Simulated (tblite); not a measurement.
# Geometry relaxation of C5H10O2SSi (part 4 of 4)

Continued. System: C5H10O2SSi. Method: GFN2-xTB geometry optimisation, gas phase (tblite 0.8.0). It belongs to a series of runs on one base structure; here: H on C replaced by OCH3.

## Trajectory as extended XYZ, continued
```
19
Properties=species:S:1:pos:R:3:forces:R:3 step=148 energy=-787.73252
C     0.8347   -0.2068    1.8651    0.0040   0.0020  -0.0060
C     0.5436   -0.0733    0.5823   -0.0020  -0.0010   0.0160
C    -0.5862   -0.7858   -0.1073   -0.0010  -0.0020   0.0050
O    -1.5044    0.1701   -0.6149    0.0020   0.0000   0.0040
C    -2.2407    0.8357    0.3773    0.0060   0.0000   0.0060
C    -0.0336   -1.5467   -1.3074    0.0020  -0.0020   0.0010
S     1.1792   -0.5490   -2.2524   -0.0120  -0.0020   0.0030
Si    1.3816    0.9667   -0.7434   -0.0050   0.0080   0.0080
O     2.9169    1.4027   -0.4614    0.0170  -0.0020  -0.0170
H     0.2794   -0.8647    2.5188    0.0020   0.0080  -0.0030
H     1.6498    0.3377    2.3128   -0.0060  -0.0030  -0.0010
H    -1.1093   -1.4893    0.5627    0.0030  -0.0060  -0.0030
H    -2.8928    1.5328   -0.1445   -0.0020   0.0010   0.0040
H    -2.8484    0.1295    0.9570    0.0020  -0.0080  -0.0110
H    -1.5895    1.3863    1.0662    0.0010   0.0000  -0.0110
H    -0.8397   -1.8022   -1.9925    0.0050   0.0040  -0.0010
H     0.4761   -2.4529   -0.9814   -0.0050   0.0040  -0.0030
H     0.7228    2.2162   -1.0704    0.0120  -0.0010  -0.0010
H     3.6507    0.8022   -0.5740   -0.0240   0.0000   0.0100
19
Properties=species:S:1:pos:R:3:forces:R:3 step=152 energy=-787.73269
C     0.8329   -0.2050    1.8643   -0.0040  -0.0010   0.0010
C     0.5423   -0.0727    0.5815    0.0020  -0.0020   0.0000
C    -0.5864   -0.7867   -0.1082    0.0010   0.0000  -0.0010
O    -1.5051    0.1696   -0.6144    0.0000  -0.0010   0.0060
C    -2.2389    0.8350    0.3799   -0.0050  -0.0070  -0.0040
C    -0.0346   -1.5462   -1.3091   -0.0030   0.0020  -0.0010
S     1.1762   -0.5478   -2.2541    0.0060   0.0060   0.0020
Si    1.3817    0.9668   -0.7437    0.0060  -0.0020  -0.0020
O     2.9173    1.4024   -0.4617    0.0150  -0.0070  -0.0140
H     0.2790   -0.8648    2.5168   -0.0030   0.0050   0.0060
H     1.6444    0.3429    2.3132    0.0080   0.0000   0.0020
H    -1.1078   -1.4930    0.5603   -0.0030   0.0060   0.0040
H    -2.8958    1.5297   -0.1393    0.0040   0.0000   0.0000
H    -2.8427    0.1265    0.9610    0.0070   0.0030   0.0020
H    -1.5859    1.3885    1.0646   -0.0040  -0.0060  -0.0030
H    -0.8410   -1.8005   -1.9940   -0.0020  -0.0010  -0.0030
H     0.4741   -2.4529   -0.9838    0.0040  -0.0040  -0.0040
H     0.7296    2.2174   -1.0757   -0.0020   0.0120   0.0010
H     3.6507    0.7999   -0.5653   -0.0250   0.0000   0.0100
19
Properties=species:S:1:pos:R:3:forces:R:3 step=156 energy=-787.73291
C     0.8326   -0.2028    1.8616    0.0020  -0.0040  -0.0070
C     0.5412   -0.0725    0.5787    0.0000  -0.0030  -0.0080
C    -0.5874   -0.7883   -0.1100    0.0020  -0.0040  -0.0080
O    -1.5096    0.1651   -0.6146   -0.0050  -0.0010   0.0000
C    -2.2366    0.8340    0.3823    0.0140   0.0010   0.0010
C    -0.0372   -1.5460   -1.3132    0.0030  -0.0090  -0.0040
S     1.1791   -0.5500   -2.2545   -0.0010   0.0000  -0.0050
Si    1.3808    0.9667   -0.7469   -0.0030   0.0080   0.0060
O     2.9147    1.4065   -0.4645    0.0040   0.0070  -0.0070
H     0.2785   -0.8614    2.5151   -0.0020   0.0030   0.0100
H     1.6461    0.3441    2.3087   -0.0030   0.0000   0.0020
H    -1.1065   -1.4958    0.5592    0.0010   0.0060   0.0030
H    -2.9015    1.5234   -0.1338    0.0000  -0.0080  -0.0020
H    -2.8294    0.1266    0.9758   -0.0010   0.0070  -0.0020
H    -1.5768    1.3945    1.0546   -0.0120  -0.0010   0.0090
H    -0.8434   -1.7960   -2.0002   -0.0040   0.0100   0.0040
H     0.4672   -2.4566   -0.9919    0.0080   0.0020   0.0030
H     0.7323    2.2201   -1.0773   -0.0020   0.0000   0.0000
H     3.6460    0.7977   -0.5366   -0.0020  -0.0140   0.0040
19
Properties=species:S:1:pos:R:3:forces:R:3 step=160 energy=-787.73310
C     0.8259   -0.1953    1.8609    0.0030  -0.0010   0.0020
C     0.5416   -0.0720    0.5757    0.0030   0.0020   0.0010
C    -0.5859   -0.7898   -0.1123    0.0030   0.0000  -0.0010
O    -1.5128    0.1612   -0.6124    0.0070   0.0070  -0.0040
C    -2.2361    0.8287    0.3876   -0.0120   0.0010   0.0010
C    -0.0376   -1.5444   -1.3183    0.0030   0.0090  -0.0040
S     1.1765   -0.5452   -2.2599   -0.0030   0.0000   0.0020
Si    1.3850    0.9670   -0.7479    0.0050  -0.0030  -0.0070
O     2.9211    1.3998   -0.4663    0.0030   0.0040  -0.0040
H     0.2672   -0.8478    2.5168    0.0020  -0.0010  -0.0020
H     1.6381    0.3525    2.3093   -0.0010   0.0060   0.0010
H    -1.1012   -1.4983    0.5587    0.0000  -0.0050   0.0000
H    -2.9049    1.5156   -0.1262   -0.0030   0.0030  -0.0050
H    -2.8257    0.1209    0.9833   -0.0040  -0.0060   0.0030
H    -1.5770    1.3910    1.0586    0.0040   0.0030   0.0040
H    -0.8465   -1.7899   -2.0038    0.0020  -0.0030   0.0010
H     0.4684   -2.4555   -1.0015   -0.0010   0.0000   0.0020
H     0.7446    2.2244   -1.0786   -0.0050  -0.0030   0.0050
H     3.6494    0.7863   -0.5312   -0.0070  -0.0110   0.0040
19
Properties=species:S:1:pos:R:3:forces:R:3 step=165 energy=-787.73327
C     0.8259   -0.1872    1.8579    0.0000   0.0090   0.0020
C     0.5428   -0.0667    0.5720    0.0050  -0.0060   0.0050
C    -0.5845   -0.7869   -0.1137   -0.0010   0.0050   0.0020
O    -1.5161    0.1615   -0.6102   -0.0040   0.0020   0.0000
C    -2.2438    0.8214    0.3920    0.0120   0.0020   0.0030
C    -0.0380   -1.5393   -1.3217    0.0000  -0.0040   0.0050
S     1.1745   -0.5403   -2.2644    0.0030  -0.0020  -0.0120
Si    1.3921    0.9681   -0.7510   -0.0130   0.0050   0.0100
O     2.9302    1.3901   -0.4639    0.0030  -0.0050  -0.0100
H     0.2656   -0.8367    2.5155    0.0060  -0.0010  -0.0040
H     1.6372    0.3628    2.3050    0.0000   0.0020   0.0050
H    -1.0947   -1.4981    0.5588   -0.0030   0.0020  -0.0060
H    -2.9115    1.5109   -0.1198   -0.0040  -0.0030   0.0020
H    -2.8331    0.1092    0.9832   -0.0050  -0.0030  -0.0080
H    -1.5859    1.3798    1.0677   -0.0040   0.0080   0.0040
H    -0.8484   -1.7849   -2.0052    0.0030  -0.0020  -0.0030
H     0.4682   -2.4506   -1.0054    0.0010  -0.0020  -0.0030
H     0.7600    2.2302   -1.0798   -0.0070  -0.0020   0.0030
H     3.6497    0.7659   -0.5244    0.0090  -0.0050   0.0050
19
Properties=species:S:1:pos:R:3:forces:R:3 step=169 energy=-787.73347
C     0.8251   -0.1787    1.8590    0.0020  -0.0040   0.0050
C     0.5449   -0.0645    0.5720    0.0030   0.0020   0.0000
C    -0.5830   -0.7842   -0.1135    0.0040  -0.0010  -0.0030
O    -1.5143    0.1651   -0.6090    0.0030   0.0030  -0.0040
C    -2.2495    0.8162    0.3931   -0.0090   0.0000   0.0040
C    -0.0365   -1.5363   -1.3218    0.0000   0.0060  -0.0060
S     1.1641   -0.5292   -2.2722   -0.0030  -0.0030   0.0070
Si    1.3956    0.9695   -0.7502    0.0090  -0.0050  -0.0090
O     2.9394    1.3763   -0.4691    0.0060  -0.0120  -0.0080
H     0.2635   -0.8255    2.5178   -0.0010  -0.0060   0.0040
H     1.6370    0.3705    2.3061   -0.0020   0.0070  -0.0010
H    -1.0926   -1.4960    0.5583   -0.0070   0.0000  -0.0010
H    -2.9143    1.5105   -0.1168    0.0040  -0.0090  -0.0020
H    -2.8441    0.0975    0.9714    0.0030   0.0080   0.0000
H    -1.5978    1.3693    1.0790   -0.0020  -0.0010   0.0050
H    -0.8472   -1.7896   -2.0021    0.0020   0.0000   0.0000
H     0.4777   -2.4433   -1.0058    0.0020   0.0020   0.0000
H     0.7693    2.2364   -1.0700   -0.0040   0.0040   0.0010
H     3.6530    0.7452   -0.5340   -0.0100   0.0090   0.0050
19
Properties=species:S:1:pos:R:3:forces:R:3 step=173 energy=-787.73355
C     0.8256   -0.1761    1.8591   -0.0040   0.0000  -0.0030
C     0.5469   -0.0644    0.5713   -0.0030   0.0010  -0.0010
C    -0.5818   -0.7835   -0.1140   -0.0020   0.0000   0.0000
O    -1.5128    0.1672   -0.6078    0.0020   0.0020   0.0000
C    -2.2511    0.8139    0.3950    0.0040   0.0010  -0.0010
C    -0.0377   -1.5349   -1.3238    0.0020  -0.0030   0.0020
S     1.1625   -0.5286   -2.2745    0.0010   0.0020  -0.0010
Si    1.3976    0.9688   -0.7522    0.0000   0.0030   0.0040
O     2.9422    1.3731   -0.4727    0.0050  -0.0060  -0.0050
H     0.2643   -0.8229    2.5184    0.0010   0.0000  -0.0010
H     1.6351    0.3768    2.3063   -0.0010  -0.0010  -0.0030
H    -1.0930   -1.4949    0.5572    0.0030  -0.0010   0.0000
H    -2.9178    1.5056   -0.1153   -0.0010   0.0020   0.0000
H    -2.8435    0.0930    0.9722    0.0000  -0.0020   0.0020
H    -1.6019    1.3684    1.0822   -0.0030   0.0010   0.0020
H    -0.8492   -1.7879   -2.0035    0.0000   0.0040   0.0030
H     0.4762   -2.4425   -1.0090    0.0010   0.0010   0.0000
H     0.7744    2.2389   -1.0679    0.0000  -0.0080   0.0000
H     3.6541    0.7393   -0.5284   -0.0050   0.0050   0.0020
```

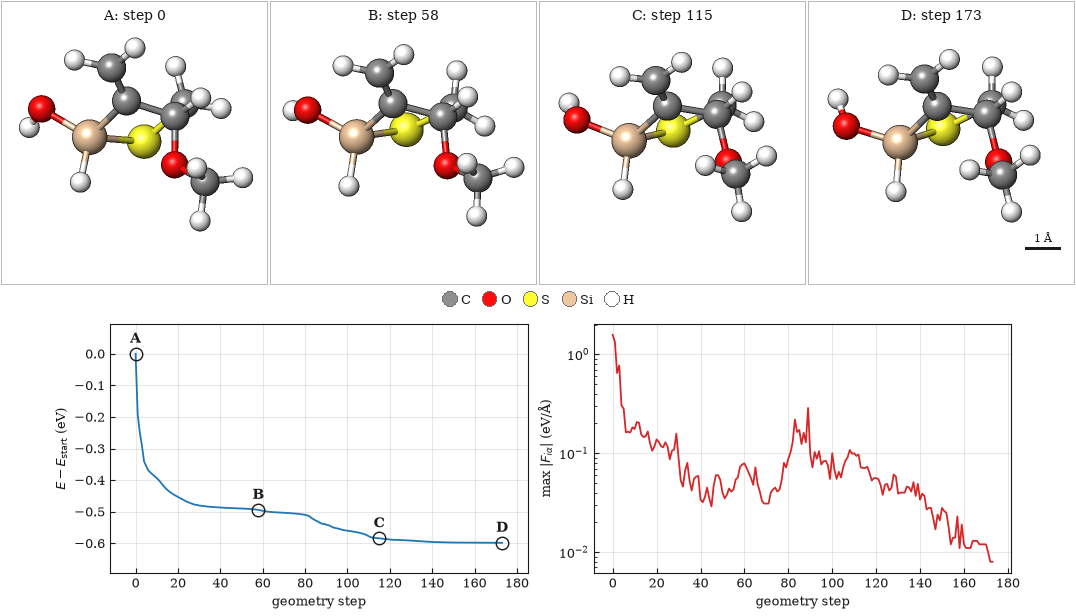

Fig. 1: Frames of the relaxation (ball-and-stick view, seen at a tilt) above the curves, on which the letters mark them (steps are counted from 0).

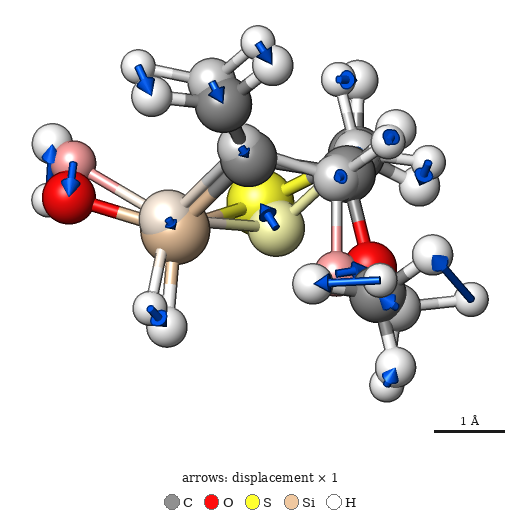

Fig. 2: Start (faint) and end (solid) with the displacements as blue arrows, at true length (ball-and-stick view, seen at a tilt). The two geometries are laid on each other by the best rigid fit. The energy falls by 0.599 eV in 173 geometry steps. The largest force component goes from 1.6 to 0.008 eV/Å. The atom that moves furthest after the best rigid fit is H14 (1.30 Å). By element the largest moves are H 1.30 Å, O 0.58 Å, S 0.51 Å, C 0.40 Å, Si 0.21 Å. Among the contacts that change: Si8–O9 1.693 → 1.621 Å, C5–H13 1.130 → 1.088 Å, S7–Si8 2.184 → 2.148 Å, O9–H19 0.988 → 0.955 Å. Among the angles that change: Si8–O9–H19 106.9° → 122.3°, O9–Si8–H18 114.6° → 103.2°, C3–C6–S7 102.6° → 112.0°. (Atoms are counted from 1 in the order of the input.)

This output came from the following input.

## The input
```
{"job": {"kind": "relax", "xc": "GFN2-xTB", "basis": "xTB"}, "charge": 0, "multiplicity": 1}
C      1.141300    -0.308000     1.955200
C      0.681800    -0.089800     0.713400
C     -0.555800    -0.596600     0.077900
O     -1.216300     0.532900    -0.409700
C     -2.485800     0.738700     0.066900
C     -0.109800    -1.508300    -1.071300
S      0.710400    -0.332600    -2.218100
Si     1.508900     0.920800    -0.617100
O      3.200000     0.864000    -0.552700
H      0.607400    -0.903100     2.694200
H      2.083200     0.135200     2.288000
H     -1.171300    -1.195600     0.790300
H     -2.861500     1.687700    -0.419000
H     -3.228600    -0.029500    -0.259900
H     -2.473900     0.892200     1.155700
H     -0.931800    -2.057200    -1.503200
H      0.606300    -2.218500    -0.623200
H      0.953700     2.253800    -0.664300
H      3.532100     1.223300    -1.410700
```

The first line tells a small driver script what to run in tblite; the rest is the geometry in Å.

Launched with:
```bash
OMP_NUM_THREADS=1 python <driver script> task.json out
```

## Results in brief

```json
{"quantity": "outcome", "value": "converged"}
{"quantity": "total energy", "value": "−787.7335 eV"}
{"quantity": "hardware", "value": "1 CPU thread, shared host"}
{"quantity": "wall time", "value": "2.9 s"}
{"quantity": "peak memory", "value": "0.18 GiB"}
```
